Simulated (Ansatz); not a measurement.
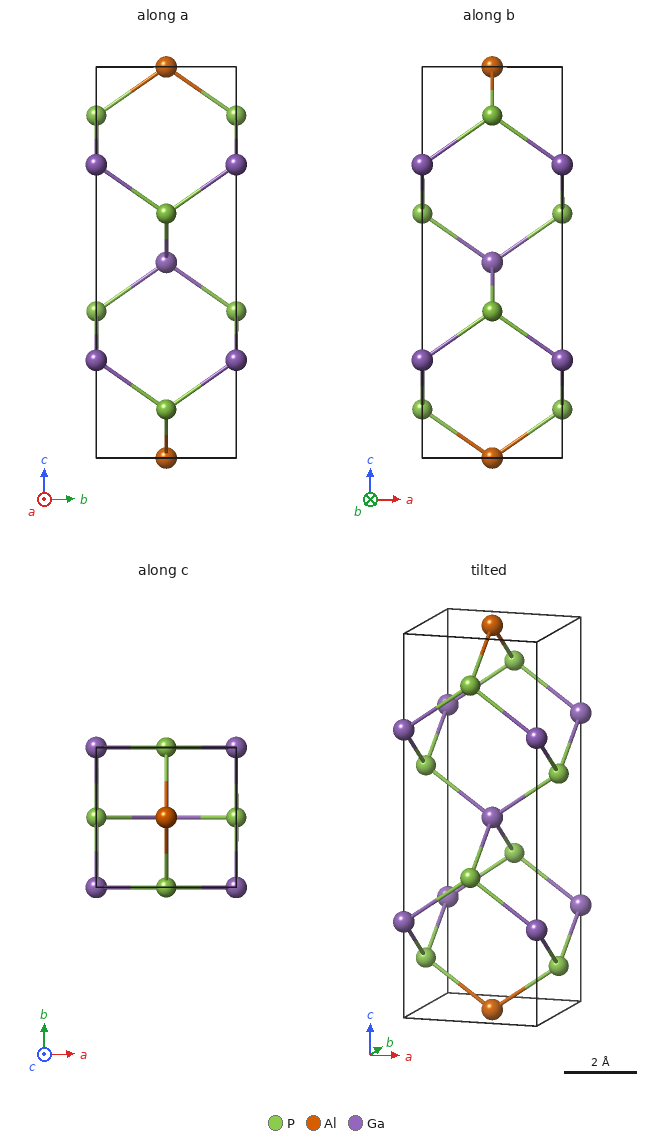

A ball-and-stick rendering, viewed along the a axis, along the b axis, along the c axis and slightly off an axis. Atoms at the boundary of the unit cell (the box) are drawn once for each face, edge or corner they touch.

Lattice parameters: a = 3.9118 Å, b = 3.9109 Å, c = 10.9291 Å, α = 89.970°, β = 90.026°, γ = 90.000°.

From the views, write a CIF in P1 with every atom of the cell.

```cif
data_structure
_symmetry_space_group_name_H-M 'P 1'
_symmetry_Int_Tables_number 1
_cell_length_a 3.9118
_cell_length_b 3.9109
_cell_length_c 10.9291
_cell_angle_alpha 89.970
_cell_angle_beta 90.026
_cell_angle_gamma 90.000
_cell_volume 167.20
loop_
_atom_site_label
_atom_site_type_symbol
_atom_site_fract_x
_atom_site_fract_y
_atom_site_fract_z
_atom_site_occupancy
P1 P 0.4999 0.0001 0.8757 1
Al1 Al 0.5000 0.5000 0.0000 1
Ga1 Ga 0.0001 0.9999 0.2500 1
P2 P 0.5003 0.0004 0.3751 1
P3 P 0.0001 0.5000 0.1243 1
Ga2 Ga 0.5003 0.5003 0.5000 1
Ga3 Ga 0.9998 0.9999 0.7500 1
P4 P 0.0003 0.5000 0.6250 1
```

Origin of the cell: a structure type filled with these elements by a generator (whether the compound takes this form wasn't checked). Relaxation method: DFT PBE, scalar-relativistic, plane waves, PAW (Ansatz).
